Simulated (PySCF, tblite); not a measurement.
# C₄H₁₀SSi₂: a rotation path, then NMR shifts on frames

How do NMR shifts of C₄H₁₀SSi₂ (`CC(=S)[SiH2]/C=C/[SiH3]`) change as the atoms move?

Computed with tblite 0.8.0 and PySCF 2.14.0, with density-fitted response routines of our own, on a single molecule in the gas phase. Atoms count from 0, in the outputs and in this text.

### Step 1. Starting geometry

17 atoms, charge 0, multiplicity 1; geometry from: GFN2-xTB.

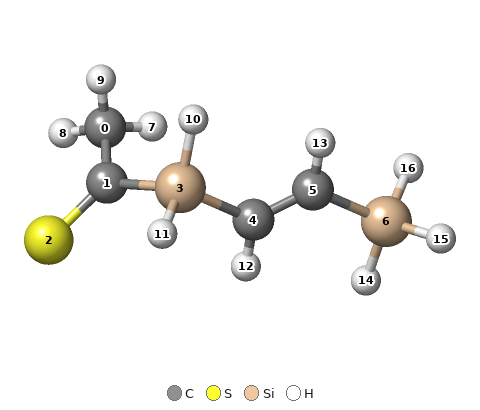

The starting geometry (carbon grey, sulfur yellow, silicon light orange, hydrogen white), atoms numbered.

### Step 2. A band between two rotamers with GFN2-xTB

The job: settings as JSON, then the geometry in Å.

```
{"job": {"kind": "neb", "xc": "GFN2-xTB", "basis": "xTB", "atoms": [0, 1, 3, 4], "turn": 120}, "charge": 0, "multiplicity": 1}
C     -2.653180     0.865813     0.310624
C     -2.301728    -0.416600    -0.354025
S     -3.114085    -0.920671    -1.672666
Si    -0.841077    -1.439208     0.318026
C      0.710238    -0.526415    -0.237681
C      1.689202    -0.112239     0.564467
Si     3.245042     0.797352     0.014142
H     -1.769490     1.501989     0.374692
H     -3.444674     1.390672    -0.221169
H     -2.979358     0.666710     1.332465
H     -0.943819    -1.454688     1.782085
H     -0.917131    -2.781738    -0.252938
H      0.801432    -0.327073    -1.300383
H      1.593830    -0.316449     1.625477
H      3.149643     1.109954    -1.411810
H      4.404971    -0.058742     0.274231
H      3.363186     2.033361     0.792937
```

Level: GFN2-xTB climbing-image nudged elastic band, gas phase.

Launch:

```console
$ OMP_NUM_THREADS=1 python probes_run.py task.json out
```

One launch serves the whole session: the jobs run in the order shown.

What it wrote:

```text
image   E - E0 / eV
  0      -0.0000
  1       0.0019
  2       0.0056
  3       0.0128
  4       0.0212
  5       0.0243
  6       0.0202
  7       0.0138
  8       0.0060
```

Run time: 3.9 s. Hardware: 1 thread of Arm Neoverse V1, shared host; peak memory 0.25 GiB.

The final band, with the dihedral C0–C1–Si3–C4:

```
image  dihedral (°)  energy (eV)  energy (kcal/mol)
    0           -75        0.000                0.0
    1           -60        0.002                0.0
    2           -45        0.006                0.1
    3           -31        0.013                0.3
    4           -16        0.021                0.5
    5            -1        0.024                0.6
    6            14        0.020                0.5
    7            29        0.014                0.3
    8            46        0.006                0.1
```

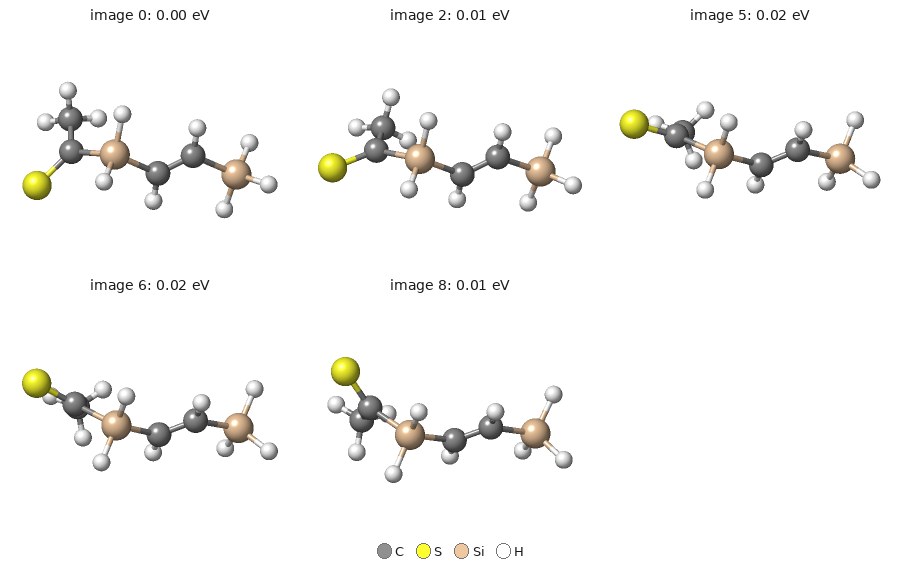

Images along the band.

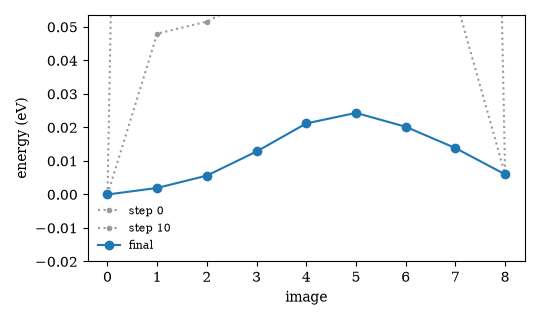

Energy along the band, early and final.

### Step 3. Shielding tensors: image 0, PBE0/pcSseg-1

The job: settings as JSON, then the geometry in Å.

```
{"job": {"kind": "nmr", "xc": "PBE0", "basis": "pcSseg-1", "pop": false}, "charge": 0, "multiplicity": 1}
C     -2.653200     0.865800     0.310600
C     -2.301700    -0.416600    -0.354000
S     -3.114100    -0.920700    -1.672700
Si    -0.841100    -1.439200     0.318000
C      0.710200    -0.526400    -0.237700
C      1.689200    -0.112200     0.564500
Si     3.245000     0.797400     0.014100
H     -1.769500     1.502000     0.374700
H     -3.444700     1.390700    -0.221200
H     -2.979400     0.666700     1.332500
H     -0.943800    -1.454700     1.782100
H     -0.917100    -2.781700    -0.252900
H      0.801400    -0.327100    -1.300400
H      1.593800    -0.316400     1.625500
H      3.149600     1.110000    -1.411800
H      4.405000    -0.058700     0.274200
H      3.363200     2.033400     0.792900
```

Method: GIAO PBE0/pcSseg-1 NMR shielding, non-relativistic, gas phase.

What it wrote:

```text
coarse grid: 15416 points
cycle   1  E = -1134.8407089542  dE =  4.468e-01  |g| = 3.865e-01  |ddm| = 3.790e+00
cycle   2  E = -1134.8128800060  dE =  2.783e-02  |g| = 5.106e-01  |ddm| = 9.078e-01
cycle   3  E = -1134.8785158751  dE = -6.564e-02  |g| = 1.420e-01  |ddm| = 6.101e-01
cycle   4  E = -1134.8835334950  dE = -5.018e-03  |g| = 4.476e-02  |ddm| = 1.779e-01
cycle   5  E = -1134.8840783314  dE = -5.448e-04  |g| = 1.021e-02  |ddm| = 5.968e-02
cycle   6  E = -1134.8841095096  dE = -3.118e-05  |g| = 2.868e-03  |ddm| = 1.536e-02
cycle   7  E = -1134.8841110562  dE = -1.547e-06  |g| = 1.330e-03  |ddm| = 3.397e-03
final grid: 134152 points
cycle   8  E = -1134.9276727972  dE = -1.338e-05  |g| = 1.012e-02  |ddm| = 2.442e-02
cycle   9  E = -1134.9276013192  dE =  7.148e-05  |g| = 1.874e-02  |ddm| = 2.796e-02
cycle  10  E = -1134.9276983613  dE = -9.704e-05  |g| = 2.637e-03  |ddm| = 2.083e-02
cycle  11  E = -1134.9277002549  dE = -1.894e-06  |g| = 3.709e-04  |ddm| = 2.691e-03
cycle  12  E = -1134.9277002831  dE = -2.819e-08  |g| = 1.759e-04  |ddm| = 4.701e-04
cycle  13  E = -1134.9277002908  dE = -7.706e-09  |g| = 4.004e-05  |ddm| = 1.672e-04
cycle  14  E = -1134.9277002913  dE = -4.447e-10  |g| = 1.105e-05  |ddm| = 5.786e-05
converged SCF energy = -1134.9277002913

GIAO shielding tensors (ppm)
atom      isotropic    diamagn.    paramagn.     s11        s22        s33       span
  0 C      134.857     248.280    -113.423    100.088    126.709    177.774     77.686
  1 C     -140.331     262.315    -402.646   -343.281   -243.631    165.921    509.203
  2 S     -944.773    1056.267   -2001.040  -2823.444   -571.635    560.759   3384.203
  3 Si     386.129     882.028    -495.899    346.591    380.413    431.383     84.791
  4 C       30.132     261.515    -231.384    -92.686     19.935    163.146    255.831
  5 C       29.561     258.645    -229.084    -93.624     11.910    170.397    264.021
  6 Si     420.000     879.690    -459.690    372.678    422.660    464.662     91.984
  7 H       27.955      31.971      -4.016     24.811     29.171     29.884      5.073
  8 H       28.327      29.848      -1.521     25.975     27.494     31.511      5.536
  9 H       28.206      28.924      -0.718     25.107     28.547     30.965      5.858
 10 H       26.592      30.748      -4.156     24.579     25.842     29.354      4.775
 11 H       27.023      29.658      -2.635     23.835     26.191     31.044      7.209
 12 H       24.675      34.607      -9.933     20.406     24.734     28.884      8.478
 13 H       24.514      33.376      -8.862     20.827     24.348     28.367      7.540
 14 H       27.706      28.838      -1.132     24.777     26.748     31.594      6.817
 15 H       27.411      27.738      -0.327     24.622     25.458     32.154      7.532
 16 H       27.392      28.390      -0.998     24.502     25.716     31.957      7.455
```

It took 28 s on 1 thread of Arm Neoverse V1, shared host; peak memory 0.9 GiB.

Shifts follow as δ = σ(reference) − σ, with reference shieldings (ppm) from runs at the same level and on the same kind of geometry: ¹H TMS 31.72, ¹³C TMS 186.9, ²⁹Si TMS 349.2, ³³S CS2 504. The references are single molecules in the gas phase. Each atom is listed at this fixed geometry, with no averaging over motion; a spectrum would average atoms that exchange fast.

```
atoms                          environment  σ (ppm)  δ (ppm)
   C1                  thiocarbonyl carbon   -140.3    327.3
   C5                            alkene CH     29.6    157.4
   C4                            alkene CH     30.1    156.8
   C0                        methyl carbon    134.9     52.1
  H13             hydrogen on an alkene CH    24.51     7.20
  H12             hydrogen on an alkene CH    24.67     7.04
  H10  hydrogen on a silicon bonded to 2 C    26.59     5.13
  H11  hydrogen on a silicon bonded to 2 C    27.02     4.69
  H16    hydrogen on a silicon bonded to C    27.39     4.33
  H15    hydrogen on a silicon bonded to C    27.41     4.31
  H14    hydrogen on a silicon bonded to C    27.71     4.01
   H7          hydrogen on a methyl carbon    27.95     3.76
   H9          hydrogen on a methyl carbon    28.21     3.51
   H8          hydrogen on a methyl carbon    28.33     3.39
   S2                        thione sulfur     -945     1449
  Si3           silicon bonded to 2 C, 2 H    386.1    -37.0
  Si6             silicon bonded to C, 3 H    420.0    -70.8
```

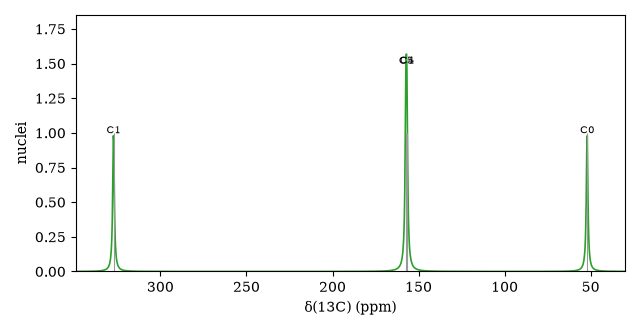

¹³C lines at the computed shifts, without couplings. Lines are broadened to a width of 1 ppm (Lorentzian).

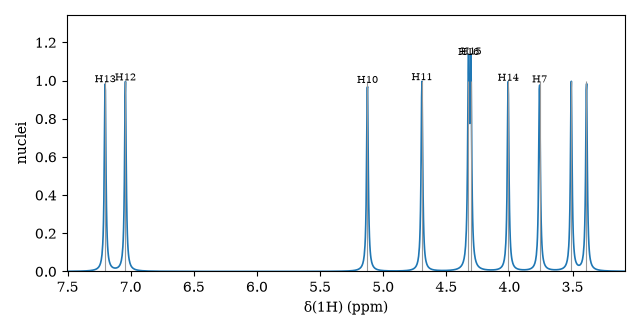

¹H lines at the computed shifts, without couplings. Lines are broadened to a width of 0.02 ppm (Lorentzian).

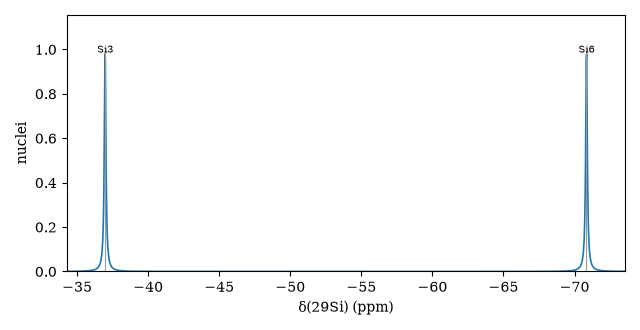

²⁹Si lines at the computed shifts, without couplings. Lines are broadened to a width of 0.14 ppm (Lorentzian).

### Step 4. Nuclear shieldings: image 2, PBE0/pcSseg-1

The job: settings as JSON, then the geometry in Å.

```
{"job": {"kind": "nmr", "xc": "PBE0", "basis": "pcSseg-1", "pop": false}, "charge": 0, "multiplicity": 1}
C     -2.389900     0.942800     0.106100
C     -2.374500    -0.505100    -0.231300
S     -3.628800    -1.193600    -1.007500
Si    -0.855200    -1.547000     0.259300
C      0.640600    -0.514800    -0.230500
C      1.632500    -0.168900     0.587700
Si     3.129200     0.880800     0.131400
H     -1.476800     1.416200    -0.256600
H     -3.259300     1.445400    -0.314000
H     -2.400400     1.060300     1.190900
H     -0.902400    -1.736200     1.713300
H     -0.910500    -2.821300    -0.453400
H      0.681700    -0.169000    -1.258700
H      1.580800    -0.517900     1.613700
H      2.988000     1.382700    -1.236200
H      4.332400     0.054900     0.253300
H      3.205600     2.002700     1.070900
```

With the program's defaults for keys left out, this is: GIAO PBE0/pcSseg-1 NMR shielding, non-relativistic, gas phase.

What it wrote:

```text
coarse grid: 15416 points
cycle   1  E = -1134.8398037276  dE =  4.515e-01  |g| = 3.887e-01  |ddm| = 3.795e+00
cycle   2  E = -1134.8124528552  dE =  2.735e-02  |g| = 5.117e-01  |ddm| = 8.950e-01
cycle   3  E = -1134.8779569663  dE = -6.550e-02  |g| = 1.433e-01  |ddm| = 5.992e-01
cycle   4  E = -1134.8830621521  dE = -5.105e-03  |g| = 4.499e-02  |ddm| = 1.800e-01
cycle   5  E = -1134.8836129846  dE = -5.508e-04  |g| = 1.046e-02  |ddm| = 6.189e-02
cycle   6  E = -1134.8836456540  dE = -3.267e-05  |g| = 2.986e-03  |ddm| = 1.597e-02
cycle   7  E = -1134.8836473113  dE = -1.657e-06  |g| = 1.432e-03  |ddm| = 3.516e-03
final grid: 134152 points
cycle   8  E = -1134.9270278653  dE = -1.156e-05  |g| = 1.021e-02  |ddm| = 2.517e-02
cycle   9  E = -1134.9269559155  dE =  7.195e-05  |g| = 1.883e-02  |ddm| = 2.817e-02
cycle  10  E = -1134.9270538145  dE = -9.790e-05  |g| = 2.689e-03  |ddm| = 2.101e-02
cycle  11  E = -1134.9270557724  dE = -1.958e-06  |g| = 3.988e-04  |ddm| = 2.739e-03
cycle  12  E = -1134.9270558056  dE = -3.316e-08  |g| = 1.766e-04  |ddm| = 4.596e-04
cycle  13  E = -1134.9270558133  dE = -7.738e-09  |g| = 3.938e-05  |ddm| = 1.728e-04
cycle  14  E = -1134.9270558138  dE = -4.397e-10  |g| = 1.012e-05  |ddm| = 5.908e-05
converged SCF energy = -1134.9270558138

GIAO shielding tensors (ppm)
atom      isotropic    diamagn.    paramagn.     s11        s22        s33       span
  0 C      134.349     249.105    -114.757     99.567    127.677    175.802     76.234
  1 C     -141.268     261.516    -402.784   -345.584   -243.850    165.630    511.214
  2 S     -955.373    1055.192   -2010.565  -2858.716   -579.936    572.533   3431.249
  3 Si     387.845     881.693    -493.848    341.848    378.551    443.136    101.289
  4 C       29.636     262.026    -232.390    -95.867     18.200    166.576    262.444
  5 C       30.148     258.513    -228.365    -92.351     12.449    170.346    262.697
  6 Si     420.376     879.742    -459.367    373.146    423.495    464.486     91.341
  7 H       27.961      32.405      -4.444     24.090     28.984     30.809      6.719
  8 H       28.325      30.188      -1.863     25.929     27.538     31.507      5.578
  9 H       28.301      30.108      -1.808     25.309     28.601     30.992      5.684
 10 H       26.845      30.282      -3.437     24.776     26.047     29.711      4.935
 11 H       27.022      29.575      -2.553     23.595     26.298     31.174      7.579
 12 H       24.495      34.763     -10.269     20.073     25.229     28.182      8.109
 13 H       24.495      33.184      -8.689     20.897     24.328     28.259      7.362
 14 H       27.637      28.874      -1.236     24.793     26.587     31.532      6.739
 15 H       27.377      27.799      -0.422     24.540     25.457     32.134      7.594
 16 H       27.346      28.448      -1.102     24.548     25.602     31.889      7.342
```

It took 28 s on 1 thread of Arm Neoverse V1, shared host; peak memory 0.92 GiB.

In short: δ C1 328.2, C4 157.3, C5 156.8, C0 52.6, H12 7.22, H13 7.22 ppm.

[end of part 1 of 2]
